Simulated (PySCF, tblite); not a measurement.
# C₅H₇NSi: geometry, infrared bands and NMR shifts

Wanted: the infrared bands and NMR shifts of C₅H₇NSi (`C=C/C(C#N)=C/[SiH3]`), by calculation.

Computed with tblite 0.8.0 and PySCF 2.14.0, with density-fitted response routines of our own, on a single molecule in the gas phase. Atoms are numbered from 0 throughout.

**1. Starting geometry**

14 atoms, charge 0, multiplicity 1; geometry from: force field or distance geometry start.

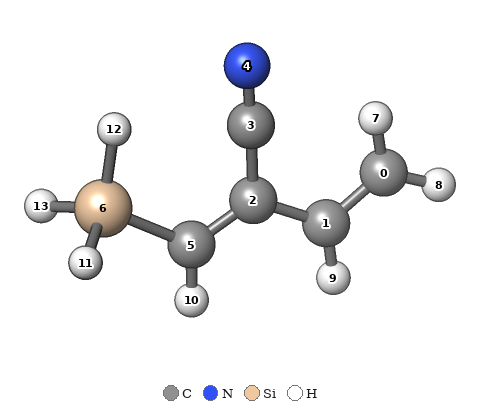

The starting geometry (carbon grey, nitrogen blue, silicon light orange, hydrogen white), atoms numbered.

**2. Optimising the geometry with GFN2-xTB**

Job settings and geometry (Å):

```
{"job": {"kind": "relax", "xc": "GFN2-xTB", "basis": "xTB"}, "charge": 0, "multiplicity": 1}
C     -2.630200     0.096000     0.142900
C     -1.609200    -0.749300     0.044500
C     -0.275500    -0.147500     0.007800
C     -0.187700     1.314900     0.045600
N     -0.092100     2.457600     0.109200
C      0.824600    -0.865300    -0.087100
Si     2.450900     0.034500    -0.143800
H     -2.452300     1.159800     0.178200
H     -3.635100    -0.263900     0.186600
H     -1.775600    -1.828100     0.027200
H      0.791700    -1.943400    -0.125100
H      3.074400    -0.297300    -1.421400
H      2.268100     1.483500     0.012900
H      3.247400    -0.452000     1.000400
```

On the command line:

```sh
> OMP_NUM_THREADS=1 python probes_run.py task.json out
```

One launch serves the whole session: the jobs run in the order shown.

**Question.** This job is followed by: GFN2-xTB harmonic vibrations, gas phase; GIAO PBE0/pcSseg-1 NMR shielding, non-relativistic, gas phase. What will the session give for the following? strongest single infrared mode (GFN2-xTB); zero-point energy (GFN2-xTB); 13C shifts against TMS (PBE0/pcSseg-1); 1H shifts against TMS (PBE0/pcSseg-1, means over atoms taken as alike); 15N shifts against NH3 (PBE0/pcSseg-1); 29Si shifts against TMS (PBE0/pcSseg-1).

**Answer**, as computed:

| quantity | value |
| --- | --- |
| strongest single infrared mode (GFN2-xTB) | 789 cm⁻¹, 498 km/mol |
| zero-point energy (GFN2-xTB) | 60.1 kcal/mol |
| 13C shifts against TMS (PBE0/pcSseg-1) | 149.7, 144.4, 138.2, 130.2, 120.5 ppm |
| 1H shifts against TMS (PBE0/pcSseg-1, means over atoms taken as alike) | 6.75, 6.56, 6.29, 5.91, 4.44 ppm |
| 15N shifts against NH3 (PBE0/pcSseg-1) | 327.8 ppm |
| 29Si shifts against TMS (PBE0/pcSseg-1) | -77.8 ppm |

Over 43 steps the energy fell by 0.311 eV; of the close pairs, C2–C3 changed most, 1.466 to 1.418 Å. No mode is imaginary among the 36: a minimum at this level. The strongest single mode, at 789 cm⁻¹, is carried by H13, H11, H12, Si6. GFN2-xTB is a fitted tight-binding method: band positions and strengths are rough. Its intensities can rank the bands wrongly. At PBE0/pcSseg-1: Shielding is most anisotropic at N4 (span 439 ppm, paramagnetic term -403 ppm).
